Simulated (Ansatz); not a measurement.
**CH8BN (SMILES [BH3-][NH2+]C) at B2PLYP/cc-pVDZ**

Aim: the electronic atomisation energy of CH8BN at B2PLYP/cc-pVDZ, from 5 runs. 

The calculation is run with Ansatz 0.2.0.

64 further runs of the same task are left out: 2 that didn't finish, 62 set aside as unsound or not needed.

## Step 1: The system as given

CH8BN has 11 atoms, charge 0, and is taken as a singlet. As SMILES, `[BH3-][NH2+]C`. The coordinates come from a PBE0-D4/def2-TZVP relaxation.

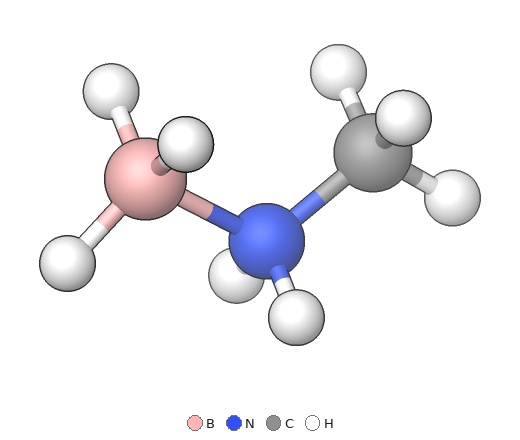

Viewed from a chosen angle; boron pink, nitrogen blue, carbon grey, hydrogen white.

## Step 2: A single-point energy at B2PLYP/cc-pVDZ

The input, run.yaml:

```yaml
basis:
  gaussian:
    orbitals: cc-pVDZ
crystal:
  periodic: [false, false, false]
  atoms:
    - {symbol: B, position_ang: [-0.828400, 1.032000, -0.205100]}
    - {symbol: N, position_ang: [-0.349500, -0.497500, 0.070800]}
    - {symbol: C, position_ang: [1.107800, -0.661100, 0.155200]}
    - {symbol: H, position_ang: [-2.040900, 0.991000, -0.245400]}
    - {symbol: H, position_ang: [-0.325100, 1.341700, -1.265700]}
    - {symbol: H, position_ang: [-0.402900, 1.677500, 0.731200]}
    - {symbol: H, position_ang: [-0.783500, -0.815200, 0.932300]}
    - {symbol: H, position_ang: [-0.721000, -1.084700, -0.669900]}
    - {symbol: H, position_ang: [1.475700, -0.024100, 0.957600]}
    - {symbol: H, position_ang: [1.543500, -0.317100, -0.781300]}
    - {symbol: H, position_ang: [1.389800, -1.699400, 0.341100]}
hamiltonian:
  xc: {name: B2PLYP}
correlation:
  frozen_orbitals: {B: 1, C: 1, H: 0, "N": 1}
accuracy: high
output: {orbitals: {seedname: orbitals}}
```

Command:

```
$ ansatz run run.yaml --threads 1 --pin off --max-ram 3480MiB --events-out events.jsonl --progress --plain --runs-dir runs
```

What it wrote:

```text
Warning: RAYON_NUM_THREADS=1 ignored (pool sized by the plan → 1); use --threads N
Functional definition: B2PLYP
  name "B2PLYP"
  parameter a = 0.53
  parameter c = 0.27
  exchange = (1 - a)*b88_x + a*exact_x
  correlation = (1 - c)*lyp_c + c*(mp2_os + mp2_ss)
2051 factors; integrals over basis functions are off by at most 3.4e-9 eV
mean field evaluation 1: about -3323.1108 eV, gradient 3.2e1 eV
mean field evaluation 2: about -3323.1092 eV, gradient 3.2e1 eV
mean field evaluation 4: about -3325.8481 eV, gradient 3.5e0 eV
mean field evaluation 8: about -3325.8743 eV, gradient 5.0e-2 eV
mean field evaluation 16: about -3325.8743 eV, gradient 7.0e-7 eV
mean field -3325.87427515 eV, -122.2236252534 hartree, gradient 3.3e-8 eV, S^2 0.000000; 0 other end points of the search recorded, 0 dependent functions left out
3 core orbitals not correlated: weight in the atoms' cores, before any rotation towards them, 1.000 or more for the frozen orbitals, at most 0.000 for the correlated occupied ones
reference -3325.87430025 eV, -122.2236261756 hartree; 10, 10 occupied and 69, 69 virtual orbitals, 2051 factors
second order -14.50541638 eV of doubles, -0.00000000 eV of singles
Total energy: -3329.79076267 eV, -122.3675535149 hartree
```

Wall time 8.7 s (1 thread of Arm Neoverse V2, shared host); peak memory 0.24 GiB.

## Step 3: The B atom

The input, job.yaml:

```yaml
crystal:
  periodic: [false, false, false]
  atoms:
    - {symbol: B, position_ang: [0.000000, 0.000000, 0.000000]}
basis:
  gaussian: {orbitals: cc-pVDZ}
accuracy: high
magnetization: {spin_polarized: true, initial_magnetization: 1}
correlation: {frozen_orbitals: {B: 1}}
hamiltonian: {xc: {name: B2PLYP}}
```

Run the same way, it converges to -24.63064 Eh (log not shown).

## Step 4: The C atom at the same level

The input, input.yaml:

```yaml
crystal:
  periodic: [false, false, false]
  atoms:
    - {symbol: C, position_ang: [0.000000, 0.000000, 0.000000]}
basis:
  gaussian:
    orbitals: cc-pVDZ
correlation:
  frozen_orbitals: {C: 1}
accuracy: high
hamiltonian:
  xc: {name: B2PLYP}
magnetization:
  spin_polarized: true
  initial_magnetization: 2
```

Run the same way, it converges to -37.81596 Eh (log not shown).

## Step 5: The H atom at the same level

The input, input.yaml:

```yaml
crystal:
  periodic: [false, false, false]
  atoms:
    - {symbol: H, position_ang: [0.000000, 0.000000, 0.000000]}
basis:
  gaussian: {orbitals: cc-pVDZ}
correlation: {frozen_orbitals: {H: 0}}
magnetization: {spin_polarized: true, initial_magnetization: 1}
hamiltonian: {xc: {name: B2PLYP}}
accuracy: high
```

Run the same way, it converges to -0.49793 Eh (log not shown).

## Step 6: The N atom, same level

The input, input.yaml:

```yaml
basis:
  gaussian:
    orbitals: cc-pVDZ
crystal:
  periodic: [false, false, false]
  atoms:
    - {symbol: N, position_ang: [0.000000, 0.000000, 0.000000]}
magnetization:
  spin_polarized: true
  initial_magnetization: 3
hamiltonian:
  xc: {name: B2PLYP}
correlation:
  frozen_orbitals: {"N": 1}
accuracy: high
```

Run the same way, it converges to -54.54873 Eh (log not shown).

## Step 7: What came out

At B2PLYP/cc-pVDZ, 3 core orbitals frozen:

| quantity | value |
| --- | --- |
| molecule: total energy | -122.36755 Eh |
| molecule: HOMO energy (SCF part's orbitals) | -8.87 eV |
| molecule: LUMO energy (SCF part's orbitals) | 1.91 eV |
| molecule: HOMO–LUMO gap (SCF part's orbitals) | 10.78 eV |
| B atom: total energy | -24.63064 Eh |
| B atom: ⟨S²⟩ | 0.754 |
| C atom: total energy | -37.81596 Eh |
| C atom: ⟨S²⟩ | 2.004 |
| H atom: total energy | -0.49793 Eh |
| H atom: ⟨S²⟩ | 0.750 |
| N atom: total energy | -54.54873 Eh |
| N atom: ⟨S²⟩ | 3.753 |
| electronic atomisation energy | 37.792 eV |

**Reading.** Taking the molecule apart into free atoms costs 37.79 eV (3646 kJ/mol), before zero-point energy and without spin-orbit coupling.
